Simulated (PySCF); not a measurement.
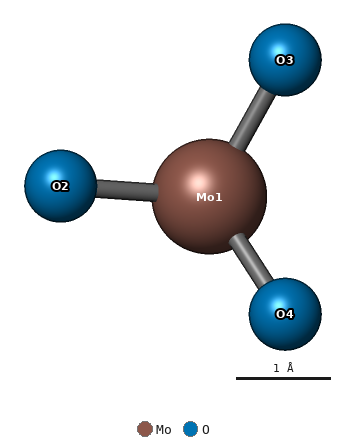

The input geometry (ball-and-stick view, seen at a tilt; atoms are numbered from 1 in the order of the input). Sticks mark near contacts. Bond lengths as drawn: Mo–O 1.69 Å.

Frequency calculation of MoO3

- system: MoO3
- method: RKS-based PBE0, Mo def2-TZVP with ECP28, O def2-TZVP; non-relativistic Hamiltonian with a scalar-relativistic core potential; density fitting (PySCF 2.14.0)

## The program's output
```
init E= -293.787409597217
  HOMO = -0.333448179985642  LUMO = -0.173807820572403  gap/eV = 4.34404
cycle= 1 E= -293.787409596618  delta_E= 5.99e-10  |g|= 5.79e-05  |ddm|= 3.52e-05
  HOMO = -0.333448870245644  LUMO = -0.173805654198716  gap/eV = 4.34411
cycle= 2 E= -293.787409589242  delta_E= 7.38e-09  |g|= 0.000203  |ddm|= 0.000123
  HOMO = -0.33344803754904  LUMO = -0.173807094868174  gap/eV = 4.34405
cycle= 3 E= -293.78740959727  delta_E= -8.03e-09  |g|= 1.08e-06  |ddm|= 9.57e-05
  HOMO = -0.333448147063186  LUMO = -0.173807235562411  gap/eV = 4.34405
cycle= 4 E= -293.787409597269  delta_E= 9.09e-13  |g|= 7.48e-07  |ddm|= 8.91e-07
  HOMO = -0.333448236104903  LUMO = -0.173807138293149  gap/eV = 4.34406
Extra cycle  E= -293.78740959727  delta_E= -4.55e-13  |g|= 2.56e-06  |ddm|= 1.38e-06
converged SCF energy = -293.78740959727
```

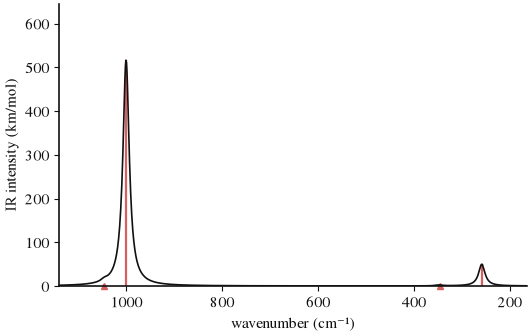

Harmonic infrared spectrum, unscaled: sticks (degenerate modes added up, dark ones marked on the axis) with a Lorentzian envelope of 16 cm⁻¹ full width, scaled to the tallest stick. 6 modes from 258 to 1046 cm⁻¹, none imaginary. The strongest line is at 1000 cm⁻¹ (516 km/mol). All modes, in cm⁻¹ (km/mol): 258 (50), 346 (1.1), 346 (1.1), 1000 (258), 1000 (258), 1046 (5.0).

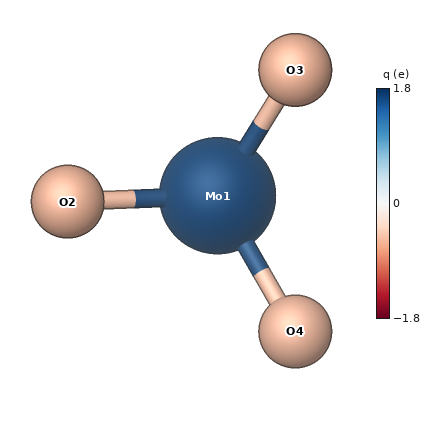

Mulliken charges, as the colour of each atom (ball-and-stick view, seen on its broad side; atoms are numbered from 1 in the order of the input). By element: Mo +1.71 and O −0.57 e.

The run was set up as follows.

## Input
```python
from pyscf import gto, scf, dft
mol = gto.M(atom='''
Mo    -0.000000    -0.000000     0.177225
O      1.603917    -0.000000    -0.362673
O     -0.801959     1.389033    -0.362673
O     -0.801959    -1.389033    -0.362673''',
    basis={'Mo': 'def2-TZVP', 'O': 'def2-TZVP'},
    ecp={'Mo': 'def2-TZVP'},
    charge=0, spin=0)
mf = dft.RKS(mol, xc='PBE0')
mf.grids.atom_grid = (75, 302)
aux = {'Mo': 'def2-universal-JKFIT', 'O': 'def2-universal-JKFIT'}
mf = mf.density_fit(auxbasis=aux)
mf.conv_tol = 1e-09
mf.diis_space = 10
mf.max_cycle = 60
mf.verbose = 4
mf.kernel()
```

The script is an equivalent of the set-up of the self-consistent field. The run itself was carried out by a driver, which started from the orbitals of the step before it where there was one and computed the further properties.

Command:
```bash
OMP_NUM_THREADS=4 python axn.py task.json out
```

## Key numbers

- outcome: converged
- total energy: −293.787410 hartree
- HOMO: −9.07 eV
- LUMO: −4.73 eV
- zero-point energy: 0.009105 hartree
- dipole moment: 5.02 D
- wavenumbers, lowest and highest: 258 and 1046 cm⁻¹
- hardware: 4 threads of Arm Neoverse V1, 24 GiB of memory available, shared host
- wall time: 26 s (CPU time 85 s)
- peak memory: 1.3 GiB
